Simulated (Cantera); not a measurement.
Input: 1 mol B2H6, a varied amount of H2O, held at 602 °C and 0.00400 bar.

Equilibrium computed with Cantera from the NASA thermochemical tables; the gas is ideal and each condensed phase is pure. Candidate condensed phases: B, B2O3, B3O3H3, H2O; 23 gas species. The feed counts by its element totals alone. Gases not in the tables: H3BO3. Rates play no part.

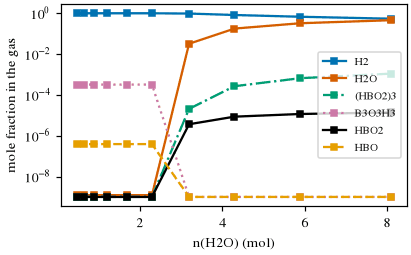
*Equilibrium gas composition (values under 1e-9 drawn at 1e-9)*

### Question
Read off the mole fractions at 5.9 mol H2O.

### Answer
H2 about 0.67, H2O about 0.32, (HBO2)3 about 0.00066, HBO2 about 1.2e-5.
